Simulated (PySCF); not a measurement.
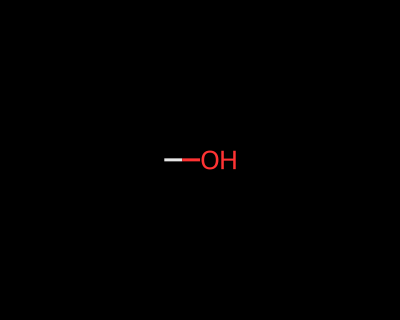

**Write the SMILES.**

CO

**What is the molecular formula?**

CH4O.

**An optimisation with PBE0-D3(BJ)/def2-TZVP gave a structure of which point group?**

Cs.

More results for the same structure follow; atom numbers are the same in all pictures, views and colours differ. The geometry was computed by an optimisation with PBE0-D3(BJ)/def2-TZVP. No frequency run is at hand to confirm it as a minimum.

Shape

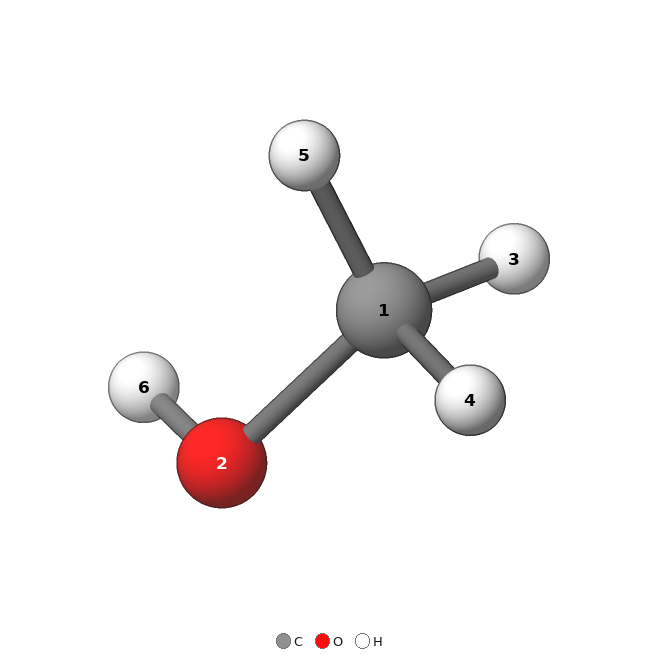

The atoms are numbered. No frequency run is at hand to confirm it as a minimum.

**What is the geometry at O2?**

O2 has 2 neighbours (C1 at 1.41, H6 at 0.96 Å); the arrangement is bent.

**Describe the coordination of atom 1.**

C1 has 4 neighbours (O2 at 1.41, H3 at 1.10, H4 at 1.09, H5 at 1.10 Å); the arrangement is tetrahedral.

NMR shielding

The questions are on isotropic NMR shieldings of the H atoms. No frequency run is at hand to confirm it as a minimum. Method: GIAO WP04/pcSseg-2 NMR shielding, non-relativistic, IEF-PCM chloroform (PySCF 2.14.0).

List the isotropic NMR shieldings of the H atoms.

| atom | σ (ppm) |
| --- | --- |
| H3 | 28.34 |
| H4 | 28.57 |
| H5 | 28.34 |
| H6 | 31.02 |

Spin–spin coupling

No frequency run is at hand to confirm it as a minimum. Level of theory: B3LYP/pcJ-2 indirect spin-spin coupling, non-relativistic, gas phase (PySCF 2.14.0). Isotopes: 13C, 1H, 17O.

Give the spin–spin coupling constants of these pairs, with the number of bonds between them: O2/H5, H3/H5, H4/H5, H4/H6, H5/H6.

```json
{"pair": "O2, H5", "bonds apart": "2", "J (Hz)": "−2.7"}
{"pair": "H3, H5", "bonds apart": "2", "J (Hz)": "−7.6"}
{"pair": "H4, H5", "bonds apart": "2", "J (Hz)": "−12.8"}
{"pair": "H4, H6", "bonds apart": "3", "J (Hz)": "17.3"}
{"pair": "H5, H6", "bonds apart": "3", "J (Hz)": "1.8"}
```

Levels of theory compared

No frequency run is at hand to confirm it as a minimum. Program: PySCF 2.14.0.

At this fixed geometry, give dipole (D), HOMO energy (eV) at these levels: B3LYP/pcJ-2; B97-2/pcJ-2; B97-2/pcSseg-2; CAM-B3LYP/aug-cc-pVTZ; KT3/pcSseg-2; PBE0/aug-cc-pVTZ; PBE0/pcJ-2; PBE0/pcSseg-2; WP04/pcSseg-2 in chloroform (IEF-PCM); ωB97X-D/aug-cc-pVTZ; ωB97X-D/pcSseg-2; ωB97X-D/pcSseg-2 in chloroform (IEF-PCM).

| level | dipole (D) | HOMO energy (eV) |
| --- | --- | --- |
| B3LYP/pcJ-2 | 1.70 | −7.71 |
| B97-2/pcJ-2 | 1.67 | −7.66 |
| B97-2/pcSseg-2 | 1.68 | −7.66 |
| CAM-B3LYP/aug-cc-pVTZ | 1.68 | −9.51 |
| KT3/pcSseg-2 | 1.57 | −6.43 |
| PBE0/aug-cc-pVTZ | 1.62 | −7.98 |
| PBE0/pcJ-2 | 1.69 | −7.94 |
| PBE0/pcSseg-2 | 1.69 | −7.94 |
| WP04/pcSseg-2 in chloroform (IEF-PCM) | 2.00 | −9.08 |
| ωB97X-D/aug-cc-pVTZ | 1.65 | −9.93 |
| ωB97X-D/pcSseg-2 | 1.72 | −9.89 |
| ωB97X-D/pcSseg-2 in chloroform (IEF-PCM) | 1.99 | −9.90 |
